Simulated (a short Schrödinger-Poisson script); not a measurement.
Stack: MOS inversion layer, HfO2 on p-type GaAs, at 300 K.

| layer | material | thickness (nm) | Na (cm⁻³) |
|---|---|---|---|
| 1 | HfO2 | 12.7 | - |
| 2 | GaAs | 1400 | 1.2e17 |

Constants are typed, rounded textbook-type inputs, not results; the design itself was drawn at random and stands for no fabricated device. HfO2: permittivity 22, conduction-band edge (eV) 1.57, gap (eV) 5.7, electron mass (mₑ) 0.2. GaAs: permittivity 12.9, conduction-band edge (eV) 0, gap (eV) 1.424, Nv at 300 K (cm⁻³) 9e18.

Channel valleys (confinement mass, in-plane density-of-states mass, number): Γ 0.067, 0.067, 1. At the gate the conduction-band edge of layer 1 lies 1.74 eV − eVg above the Fermi level of the channel; the field vanishes at the back. Gaps are held at their typed values at every temperature. Mesh 0.03 nm at interfaces.

Solved with a short Schrödinger-Poisson script written for these runs: 1D Poisson equation in equilibrium, electrons quantum, Hartree (BenDaniel-Duke, 12 states a valley, the channel's in-plane mass for all, wave functions ending at the dielectric), parabolic valleys, classical holes, full ionisation, no traps, pinning or gate leakage.

Only gate voltages with over 1e8 electrons/cm² are shown.

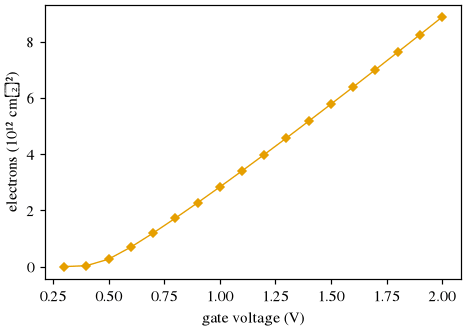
Figure. Sheet density against gate voltage

```tsv
Vg (V)	electrons (cm⁻²)	C (μF/cm²)	Γ E0 (meV)	Γ E1 (meV)
0.3	1.15e9	0.0938	167.1	271.3
0.5	2.65e11	0.611	21.6	132.4
0.7	1.19e12	0.843	-35.7	83.9
0.9	2.27e12	0.899	-76.5	52.6
1.1	3.40e12	0.932	-113.1	26.6
1.3	4.57e12	0.958	-147.1	4.6
1.5	5.78e12	0.978	-179.4	-14.3
1.7	7.00e12	0.993	-210.6	-31.4
1.9	8.25e12	1.01	-241.0	-
```

Subbands count from the Fermi level; a dash marks a level above the dielectric's band edge.

Above a few 1e12 electrons/cm² a light Γ valley is non-parabolic and upper valleys begin to fill, which the model leaves out.
